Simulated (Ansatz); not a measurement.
# H₉NOSi₃···NH₃: what the fields show

```xyz
18

Si   -0.1261   -0.0589    0.0102
O    -0.2654    0.0202    1.6779
H    -1.0822    0.3284    2.0344
Si    2.1543    0.0476   -0.6081
H     2.5570   -1.1680   -1.3621
H     2.3783    1.2221   -1.4907
H     3.0263    0.1815    0.5829
Si   -1.2770    1.8712   -0.7812
H    -2.7141    1.8047   -0.3874
H    -0.7159    3.1256   -0.2146
H    -1.2161    1.9589   -2.2638
N    -0.8990   -1.4115   -0.7386
H    -1.8797   -1.4357   -0.9386
H    -0.4076   -2.1831   -1.1505
N     1.1841   -2.4436    1.3836
H     0.2916   -2.5673    0.9527
H     1.9429   -2.4674    0.7285
H     1.1977   -1.6089    1.9738
```

Not at a stationary point (largest force 1.1 eV/Å).

All numbers below come from RHF/def2-SVP (Ansatz).

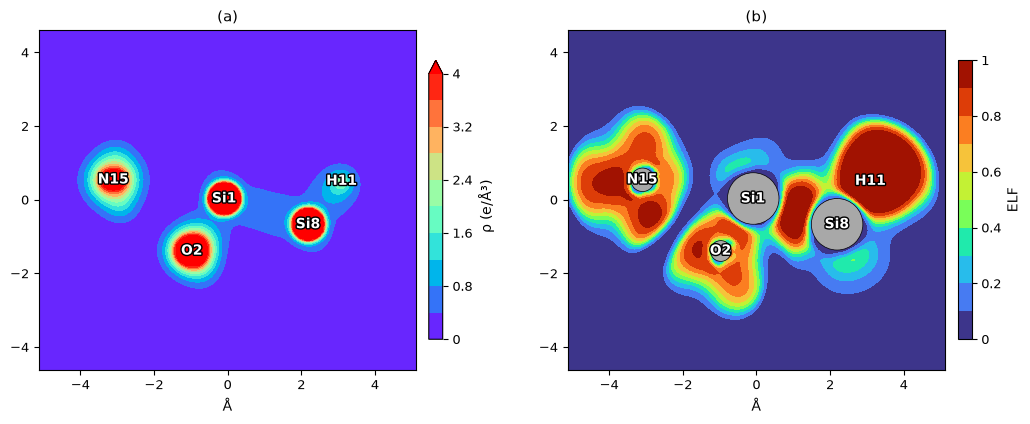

Figure 1. (a) total electron density; (b) ELF on the plane of atoms O2, Si1 and Si8. Grey discs cover the atomic cores in the ELF map.

### Read the bonding off the picture.

Atoms in the plane: Si, O, H and N. Si1···N15 (3.05 Å): the density falls to about 0.08 e/Å³ on the way; the ELF is about 0.05 at the midpoint. Si–O (1.68 Å): ρ at the midpoint is about 1.1 e/Å³; the ELF peaks at about 0.90 between the atoms, as expected for a polar covalent bond. Si–Si (2.38 Å): ρ at the midpoint is about 0.68 e/Å³; the ELF peaks at about 1 between the atoms: a shared electron pair. Si–H (1.49 Å): the density is about 0.75 e/Å³ at the midpoint; the ELF climbs to about 1 towards the hydrogen, as it does in any bond to H. The ELF also peaks beside O2 and N15, away from the bonds: lone-pair regions.

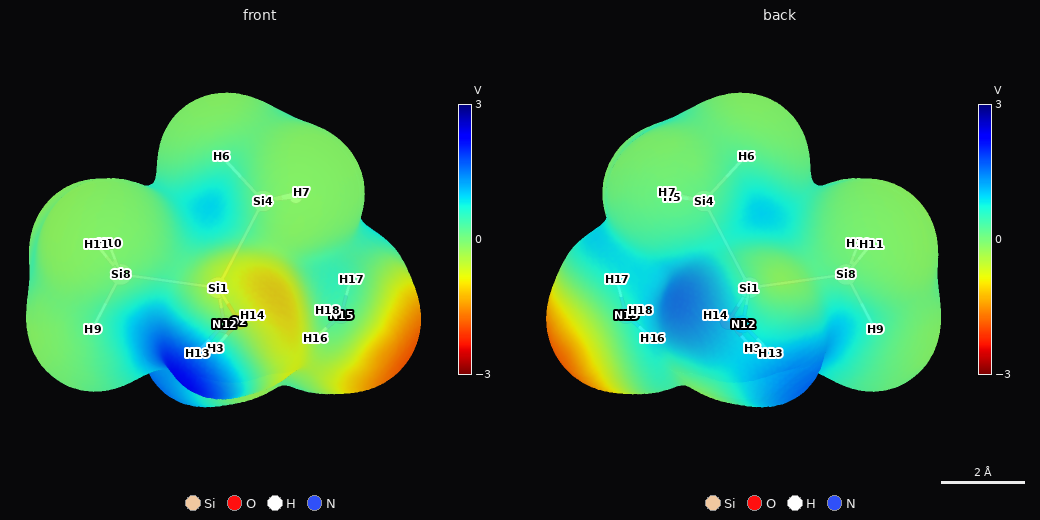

Figure 2. The molecular electrostatic potential painted on the density surface at 0.001 e/bohr³, seen from the front and from behind; the colour scale runs from red (negative) to blue (positive).

### Where is the surface potential most negative and most positive?

The most negative region (about −1.8 V, or −42 kcal/mol for a unit charge) lies over N15, the most positive (about +2.2 V, or +51 kcal/mol for a unit charge) over H3. N15 is the likeliest acceptor of a hydrogen bond.

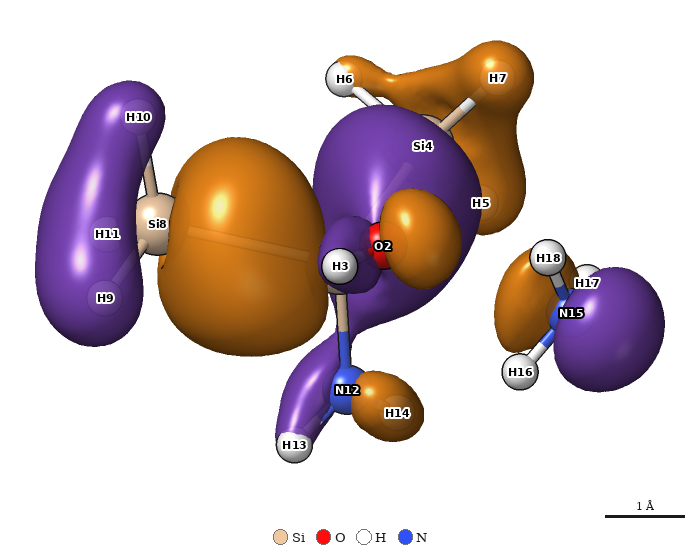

Figure 3. The HOMO at ±0.08 Å⁻³ᐟ² (orange and purple are the two phases), seen at a tilt.

### Describe this orbital and give its energy.

It lies mainly on Si1 (about 30 %), Si8 (about 25 %), Si4 (about 15 %) and N15 (about 5 %). Its energy is −9.88 eV.
